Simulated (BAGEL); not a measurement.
**CH5BOSi (SMILES B[SiH2]C=O), step by step**

Aim: a single-point energy (HF/cc-pVDZ), then a single-point energy (NEVPT2(2,2)/cc-pVDZ), then the energy (CASPT2(2,2)/cc-pVDZ) of CH5BOSi. 

Program for the calculation: BAGEL 1.2.2.

## 1. The structure to begin with

The species is CH5BOSi (9 atoms), meant as a singlet with charge 0. As SMILES, `B[SiH2]C=O`. One bond was lengthened or shortened from a relaxed shape.

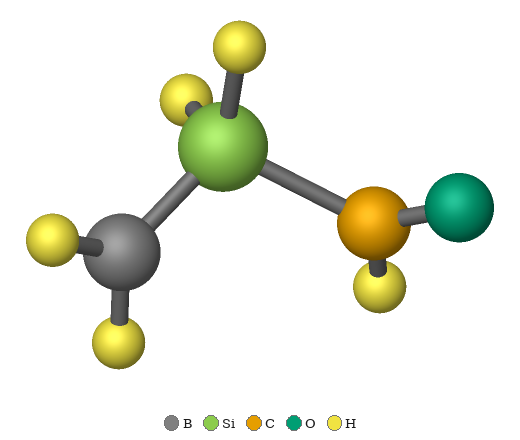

The structure, seen from a chosen angle (boron grey, silicon green, carbon amber, oxygen teal, hydrogen yellow).

## 2. A single-point energy at HF/cc-pVDZ (density fitting with svp-jkfit) (run 1)

Input file calc.json:

```json
{ "bagel": [

{
  "title": "molecule",
  "basis": "cc-pvdz.json",
  "df_basis": "svp-jkfit",
  "angstrom": true,
  "geometry": [
    { "atom": "B", "xyz": [      -0.715986,       0.691614,      -0.970119 ] },
    { "atom": "Si", "xyz": [       0.610800,      -0.206000,      -0.386500 ] },
    { "atom": "C", "xyz": [       0.330600,      -0.553700,       1.494500 ] },
    { "atom": "O", "xyz": [       1.022800,      -0.098400,       2.365800 ] },
    { "atom": "H", "xyz": [      -1.823486,       0.359814,      -0.664019 ] },
    { "atom": "H", "xyz": [      -0.594686,       1.641014,      -1.683919 ] },
    { "atom": "H", "xyz": [       1.958100,       0.387600,      -0.570700 ] },
    { "atom": "H", "xyz": [       0.542000,      -1.540900,      -1.055900 ] },
    { "atom": "H", "xyz": [      -0.539200,      -1.202400,       1.762900 ] }
  ]
},

{ "title": "hf" },

{ "title": "print", "file": "orbitals.molden", "orbitals": true }

]}
```

The basis set cc-pVDZ is read from a file made from the Basis Set Exchange's data (not shown).

On the command line:

```
$ BAGEL_NUM_THREADS=1 BAGEL calc.json > calc.out
```

Output:

```text
* using 1 threads per process

  ===============================================================
  ===============================================================

  *** Geometry ***

  { "atom" : "B", "xyz" : [     -1.353017,      1.306961,     -1.833259 ] },
  { "atom" : "Si", "xyz" : [      1.154245,     -0.389284,     -0.730379 ] },
  { "atom" : "C", "xyz" : [      0.624743,     -1.046341,      2.824196 ] },
  { "atom" : "O", "xyz" : [      1.932812,     -0.185949,      4.470714 ] },
  { "atom" : "H", "xyz" : [     -3.445889,      0.679950,     -1.254814 ] },
  { "atom" : "H", "xyz" : [     -1.123794,      3.101067,     -3.182146 ] },
  { "atom" : "H", "xyz" : [      3.700273,      0.732458,     -1.078467 ] },
  { "atom" : "H", "xyz" : [      1.024232,     -2.911879,     -1.995362 ] },
  { "atom" : "H", "xyz" : [     -1.018940,     -2.272207,      3.331398 ] },

  Number of auxiliary basis functions:      445

  Since a DF basis is specified, we compute 2- and 3-index integrals:
    o Being stored without compression. Storage requirement is 0.026 GB

  Number of basis functions:       85
  Number of electrons      :       38

    * METHOD: MOLECULE                             0.21

  *** RHF ***

  === Nuclear Repulsion ===
   138.9995471722

      * DIIS with orbital gradients will be used.

  === RHF iteration (cc-pvdz.json) ===
      0       -428.96542113          0.01510284           0.06
      1       -429.07676676          0.01109781           0.06
      2       -429.14894645          0.00224054           0.06
      3       -429.15375227          0.00068345           0.06
      4       -429.15430983          0.00023609           0.06
      5       -429.15441721          0.00006966           0.06
      6       -429.15442612          0.00002113           0.06
      7       -429.15442685          0.00001004           0.06
      8       -429.15442707          0.00000399           0.06
      9       -429.15442710          0.00000233           0.06
     10       -429.15442711          0.00000148           0.06
     11       -429.15442712          0.00000069           0.06
     12       -429.15442713          0.00000024           0.06
     13       -429.15442713          0.00000009           0.06
     14       -429.15442713          0.00000004           0.06
     15       -429.15442713          0.00000002           0.06
     16       -429.15442713          0.00000001           0.06
     17       -429.15442713          0.00000001           0.06
    * SCF iteration converged.

    * Permanent dipole moment:
           (    0.612352,     0.190271,     0.875029) a.u.

    * METHOD: HF                                   1.26

    * METHOD: PRINT                                0.02

  ===============================================================
```

Run time: 1.6 s. Hardware: 1 thread of Arm Neoverse V1, shared host; peak memory 0.11 GiB.

## 3. A single-point energy at NEVPT2(2,2)/cc-pVDZ (density fitting with svp-jkfit) (run 2)

Input file nevpt2.json:

```json
{ "bagel": [

{
  "title": "molecule",
  "basis": "cc-pvdz.json",
  "df_basis": "svp-jkfit",
  "angstrom": true,
  "geometry": [
    { "atom": "B", "xyz": [   -0.715986,    0.691614,   -0.970119 ] },
    { "atom": "Si", "xyz": [    0.610800,   -0.206000,   -0.386500 ] },
    { "atom": "C", "xyz": [    0.330600,   -0.553700,    1.494500 ] },
    { "atom": "O", "xyz": [    1.022800,   -0.098400,    2.365800 ] },
    { "atom": "H", "xyz": [   -1.823486,    0.359814,   -0.664019 ] },
    { "atom": "H", "xyz": [   -0.594686,    1.641014,   -1.683919 ] },
    { "atom": "H", "xyz": [    1.958100,    0.387600,   -0.570700 ] },
    { "atom": "H", "xyz": [    0.542000,   -1.540900,   -1.055900 ] },
    { "atom": "H", "xyz": [   -0.539200,   -1.202400,    1.762900 ] }
  ]
},
{ "title": "hf" },
{ "title": "nevpt2", "nstate": 1, "nact": 2, "nclosed": 18, "active": [11, 21], "maxiter": 200, "natocc": true, "ncore": 8 },
{ "title": "print", "file": "orbitals.molden", "orbitals": true }

]}
```

The basis set cc-pVDZ is read from a file made from the Basis Set Exchange's data (not shown).

On the command line:

```
$ BAGEL_NUM_THREADS=1 BAGEL nevpt2.json > nevpt2.out
```

Output:

```text
* using 1 threads per process

  ===============================================================
  ===============================================================

  *** Geometry ***

  { "atom" : "B", "xyz" : [     -1.353017,      1.306961,     -1.833259 ] },
  { "atom" : "Si", "xyz" : [      1.154245,     -0.389284,     -0.730379 ] },
  { "atom" : "C", "xyz" : [      0.624743,     -1.046341,      2.824196 ] },
[... 5 lines of this table left out ...]
  { "atom" : "H", "xyz" : [     -1.018940,     -2.272207,      3.331398 ] },

  Number of auxiliary basis functions:      445

  Since a DF basis is specified, we compute 2- and 3-index integrals:
    o Being stored without compression. Storage requirement is 0.026 GB

  Number of basis functions:       85
  Number of electrons      :       38

    * METHOD: MOLECULE                             0.21

  *** RHF ***

  === Nuclear Repulsion ===
   138.9995471722

      * DIIS with orbital gradients will be used.

  === RHF iteration (cc-pvdz.json) ===
      0       -428.96542113          0.01510284           0.06
      1       -429.07676676          0.01109781           0.06
      2       -429.14894645          0.00224054           0.06
[... 14 lines of this table left out ...]
     17       -429.15442713          0.00000001           0.06
    * SCF iteration converged.

    * Permanent dipole moment:
           (    0.612352,     0.190271,     0.875029) a.u.

    * METHOD: HF                                   1.32

    * freezing 8 orbitals
  ---------------------------
      CASSCF calculation
  ---------------------------

    ==== Active orbitals : =====
         Orbital 11
         Orbital 21
    ============================

    * nstate   :      1
    * nclosed  :     18
    * nact     :      2
    * nvirt    :     65
  === CASSCF iteration (cc-pvdz.json) ===

    * Using the second-order algorithm

      0  0      -429.15457850     3.73e-05      0.02

      1  0      -429.16019258     9.96e-04      0.35
[... 33 lines of this table left out ...]
     18  0      -429.18925851     4.44e-09      0.24

    * Second-order optimization converged. *

     guess   0:   closed 1.                   open ..

  === FCI iteration ===

      0  0      -429.15263035     8.90e-02      0.00
      1  0      -429.18873485     8.83e-03      0.00
      2  0 *    -429.18925851     1.01e-15      0.00

     * ci vector, state   0, <S^2> = 0.0000
       2.     0.9793749197
       .2    -0.2020513962

  === DF-NEVPT2 calculation ===

    * 3-index integral transformation done
    * assembly done

      NEVPT2 correlation energy:   -0.4551567397      0.18

          (+0)     -0.3322512582
          (+0)'    -0.0524441621
          (+1)     -0.0130542697
          (+1)'    -0.0000000000
          (+2)     -0.0016663257
          (-1)     -0.0514371602
          (-1)'     0.0000000000
          (-2)     -0.0043035639

      NEVPT2 total energy:       -429.6444152448

    * METHOD: NEVPT2                               6.76

    * METHOD: PRINT                                0.02

  ===============================================================
```

Run time: 8.7 s. Hardware: 1 thread of Arm Neoverse V1, shared host; peak memory 0.14 GiB.

## 4. A single-point energy at CASPT2(2,2)/cc-pVDZ (density fitting with svp-jkfit) (run 3)

Input file input.json:

```json
{ "bagel" : [

{
  "title" : "molecule",
  "basis" : "cc-pvdz.json",
  "df_basis" : "svp-jkfit",
  "angstrom" : true,
  "geometry" : [
    { "atom" : "B", "xyz" : [   -0.715986,    0.691614,   -0.970119 ] },
    { "atom" : "Si", "xyz" : [    0.610800,   -0.206000,   -0.386500 ] },
    { "atom" : "C", "xyz" : [    0.330600,   -0.553700,    1.494500 ] },
    { "atom" : "O", "xyz" : [    1.022800,   -0.098400,    2.365800 ] },
    { "atom" : "H", "xyz" : [   -1.823486,    0.359814,   -0.664019 ] },
    { "atom" : "H", "xyz" : [   -0.594686,    1.641014,   -1.683919 ] },
    { "atom" : "H", "xyz" : [    1.958100,    0.387600,   -0.570700 ] },
    { "atom" : "H", "xyz" : [    0.542000,   -1.540900,   -1.055900 ] },
    { "atom" : "H", "xyz" : [   -0.539200,   -1.202400,    1.762900 ] }
  ]
},
{ "title" : "hf" },
{ "title" : "casscf", "nstate" : 1, "nact" : 2, "nclosed" : 18, "active" : [11, 21], "maxiter" : 200, "natocc" : true },
{ "title" : "print", "file" : "orbitals.molden", "orbitals" : true },
{ "title" : "smith", "method" : "caspt2", "ms" : true, "xms" : true, "sssr" : true, "shift" : 0.2, "shift_imag" : true, "ncore" : 8 }

]}
```

The basis set cc-pVDZ is read from a file made from the Basis Set Exchange's data (not shown).

On the command line:

```
$ BAGEL_NUM_THREADS=1 BAGEL input.json > input.out
```

Output:

```text
* using 1 threads per process

  ===============================================================
  ===============================================================

  *** Geometry ***

  { "atom" : "B", "xyz" : [     -1.353017,      1.306961,     -1.833259 ] },
  { "atom" : "Si", "xyz" : [      1.154245,     -0.389284,     -0.730379 ] },
  { "atom" : "C", "xyz" : [      0.624743,     -1.046341,      2.824196 ] },
[... 5 lines of this table left out ...]
  { "atom" : "H", "xyz" : [     -1.018940,     -2.272207,      3.331398 ] },

  Number of auxiliary basis functions:      445

  Since a DF basis is specified, we compute 2- and 3-index integrals:
    o Being stored without compression. Storage requirement is 0.026 GB

  Number of basis functions:       85
  Number of electrons      :       38

    * METHOD: MOLECULE                             0.22

  *** RHF ***

  === Nuclear Repulsion ===
   138.9995471722

      * DIIS with orbital gradients will be used.

[... 6 lines left out ...]
    * SCF iteration converged.
[... 1 line left out ...]
    * Permanent dipole moment:
[... 27 lines left out ...]
    * Second-order optimization converged. *
[... 9 lines left out ...]
     * ci vector, state   0, <S^2> = 0.0000
[... 16 lines left out ...]
    * Zeroth order energy : state  0       -0.9676618494
[... 3 lines left out ...]
      -------------------------------------------  CASPT2 iteration  ---------------------------------------------------
       #      aibj      arbs      arbi      airj      risj      airs      arst      rist         Etot      error   time
      ------------------------------------------------------------------------------------------------------------------

       0  -0.33052  -0.00505  -0.05094  -0.01374  -0.00222  -0.04758  -0.00000   0.00000   -0.4500512  0.0016520   0.08
       1  -0.33073  -0.00506  -0.05102  -0.01391  -0.00232  -0.04814  -0.00000  -0.00000   -0.4511808  0.0002113   0.06
       2  -0.33074  -0.00506  -0.05100  -0.01392  -0.00232  -0.04817  -0.00000  -0.00000   -0.4512059  0.0000371   0.06
       3  -0.33074  -0.00506  -0.05100  -0.01391  -0.00232  -0.04817   0.00000   0.00000   -0.4512064  0.0000070   0.07
       4  -0.33074  -0.00506  -0.05100  -0.01391  -0.00232  -0.04817   0.00000   0.00000   -0.4512064  0.0000014   0.07
       5  -0.33074  -0.00506  -0.05100  -0.01391  -0.00232  -0.04817  -0.00000   0.00000   -0.4512064  0.0000002   0.07

      ------------------------------------------------------------------------------------------------------------------

    * CASPT2 energy : state  0     -429.6430979081
        w/o shift correction       -429.6404649453
        reference weight              0.8642014735

    * METHOD: SMITH                                0.63

  ===============================================================
```

It took 9 s on 1 thread of Arm Neoverse V1, shared host; peak memory 0.17 GiB.

## 5. Summary of results

```
                                quantity          value
         run 1, HF/cc-pVDZ: total energy  -429.15443 Eh
        run 1, HF/cc-pVDZ: dipole moment         2.76 D
          run 1, HF/cc-pVDZ: HOMO energy      -10.42 eV
          run 1, HF/cc-pVDZ: LUMO energy        0.67 eV
        run 1, HF/cc-pVDZ: HOMO–LUMO gap       11.10 eV
run 2, NEVPT2(2,2)/cc-pVDZ: total energy  -429.64442 Eh
run 3, CASPT2(2,2)/cc-pVDZ: total energy  -429.64310 Eh
```
